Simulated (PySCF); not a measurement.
EPR calculation of C4H6NOSi

C4H6NOSi, multiplicity 2, computed with UKS B3LYP, pcH-1 on C H N O Si, non-relativistic, mean-field spin-orbit, GIAO (PySCF 2.14.0).

It belongs to a series of runs on one base structure; here: H added to sp2 C.

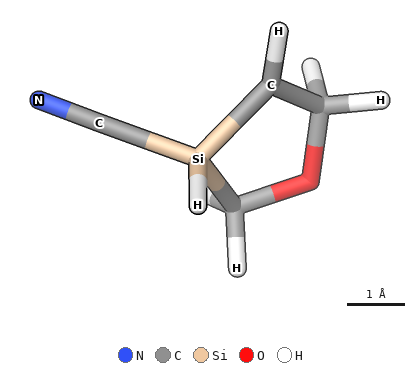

*The structure (stick view, seen at a tilt).*

Bond lengths as drawn: C–C 1.48 Å, C–H 1.07 to 1.11 Å, C–N 1.15 Å, C–O 1.41 to 1.42 Å, C–Si 1.84 to 1.92 Å and H–Si 1.46 Å.

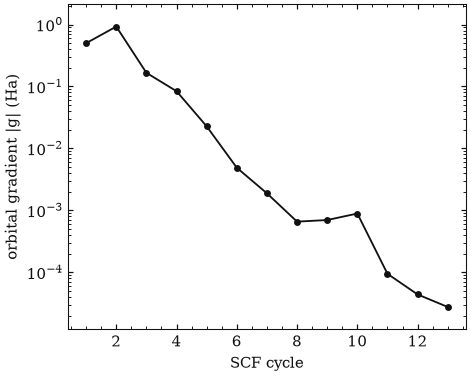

*Convergence of the self-consistent field: orbital gradient |g| against the SCF cycle.*

All cycles printed in the log are drawn one after another.

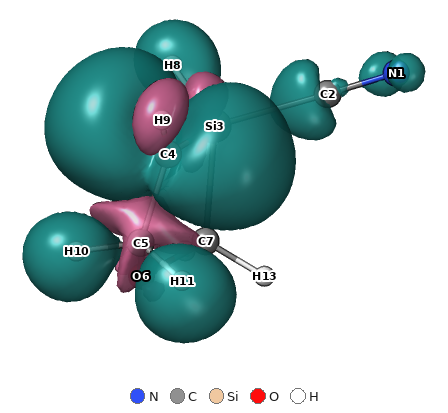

*Isosurfaces of the spin density (α minus β) at +0.005 (teal) and −0.005 e/Å³ (pink), seen at an oblique angle.*

The unpaired spin (1 electron) lies mostly on C4 (about 0.7) and Si3 (about 0.1), in electrons by Hirshfeld's partition.

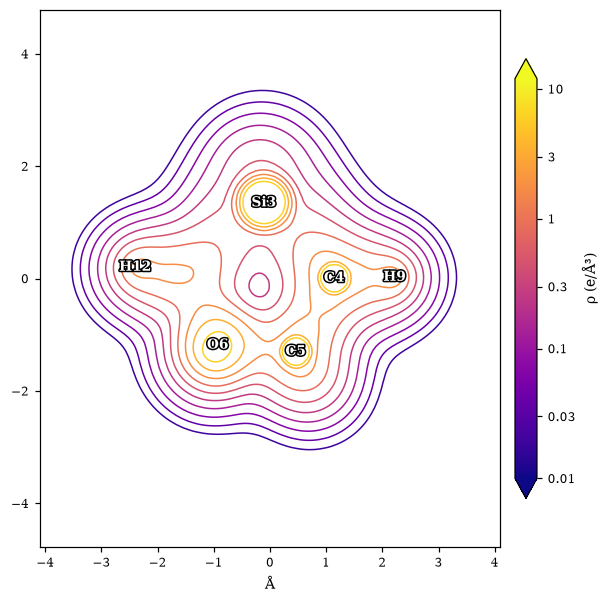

*Total electron density on the plane of atoms C5, C4 and H9.*

C–O (1.41 Å): ρ is about 2.1 e/Å³ halfway, with its minimum of 1.8 e/Å³ about 0.5 Å from C. C–Si (1.84 Å): ρ is about 0.97 e/Å³ halfway.

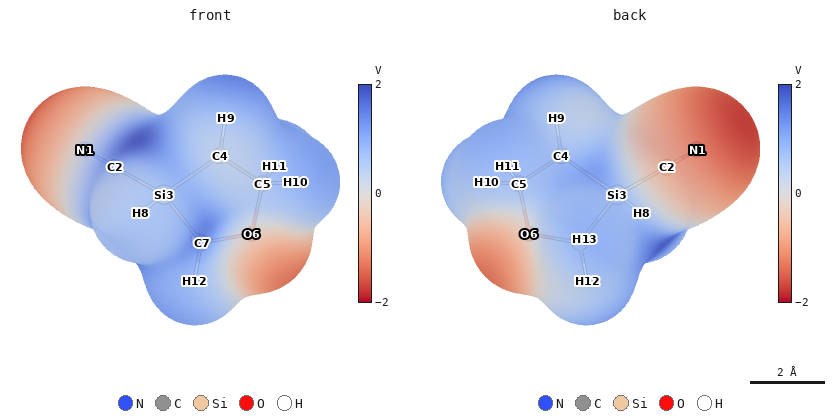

*The electrostatic potential painted on the density surface at 0.002 e/bohr³, seen at a tilt and from behind; red is negative and blue positive.*

These pictures come from the run below.

**The input**
```
{"job": {"kind": "epr", "basis": "pcH-1"}, "charge": 0, "multiplicity": 2}
N      3.188958    -1.287064    -1.073620
C      2.369425    -0.740418    -0.489215
Si     1.038071     0.125220     0.499781
C     -0.433745    -0.936545     0.822871
C     -1.624734    -0.321786     0.201675
O     -1.391852     0.996680    -0.224996
C     -0.048525     1.217057    -0.643269
H      1.687881     0.824349     1.610558
H     -0.540054    -1.890953     1.304509
H     -2.481226    -0.283241     0.888511
H     -1.946733    -0.944358    -0.659462
H      0.122245     2.288364    -0.550280
H      0.055899     0.953181    -1.704791
```

The first line tells a small driver script what to run in PySCF; the rest is the geometry in Å.

Launched with:
```bash
OMP_NUM_THREADS=1 python <driver script> task.json out
```

**What the program printed**
```
UKS, coarse grid
  cycle   1  E = -575.35362523  |g| = 4.99e-01
  cycle   2  E = -575.10463899  |g| = 9.26e-01
  cycle   3  E = -575.44208854  |g| = 1.66e-01
  cycle   4  E = -575.45113184  |g| = 8.38e-02
  cycle   5  E = -575.45384266  |g| = 2.27e-02
  cycle   6  E = -575.45405077  |g| = 4.87e-03
  cycle   7  E = -575.45406299  |g| = 1.88e-03
  cycle   8  E = -575.45406640  |g| = 6.56e-04
UKS, final grid
  cycle   1  E = -575.45406154  |g| = 6.97e-04
  cycle   2  E = -575.45406142  |g| = 8.87e-04
  cycle   3  E = -575.45406181  |g| = 9.43e-05
  cycle   4  E = -575.45406182  |g| = 4.38e-05
  cycle   5  E = -575.45406182  |g| = 2.75e-05
E = -575.45406182 Eh   <S^2> = 0.7537 (exact 0.7500)
g shifts (ppm)      1          2          3
  rmc          -128       -128       -128
  gc             -1         25         17
  oz_so         -17        359        965
  total        -145        256        855
hyperfine (MHz)  atom isotope    a_iso     a_fc   dipolar eigenvalues
    0   14N       0.23       0.24     -0.65     -0.26      0.91
    1   13C      27.74      27.75     -1.56     -1.38      2.94
    2  29Si      44.91      44.97     -4.40     -0.24      4.64
    3   13C      77.63      77.74    -74.18    -72.81    146.99
    4   13C     -33.51     -33.52     -3.18      0.92      2.25
    5   17O       1.95       1.95     -2.01      0.38      1.63
    6   13C      -2.33      -2.33     -1.00     -0.41      1.41
    7    1H      52.97      52.97     -3.28     -1.80      5.08
    8    1H     -56.77     -56.78    -35.19     -1.02     36.21
    9    1H     110.30     110.30     -5.22     -3.68      8.90
   10    1H     151.19     151.19     -6.04     -2.71      8.74
   11    1H       5.85       5.85     -1.64     -1.37      3.01
   12    1H       4.00       4.00     -2.27     -1.74      4.01
```

**Results in brief**

| quantity | value |
| --- | --- |
| outcome | converged |
| total energy | −575.454062 hartree |
| ⟨S²⟩ | 0.754 |
| isotropic g | 2.0026 |
| hardware | 1 CPU thread, shared host |
| wall time | 50 s |
| peak memory | 0.88 GiB |
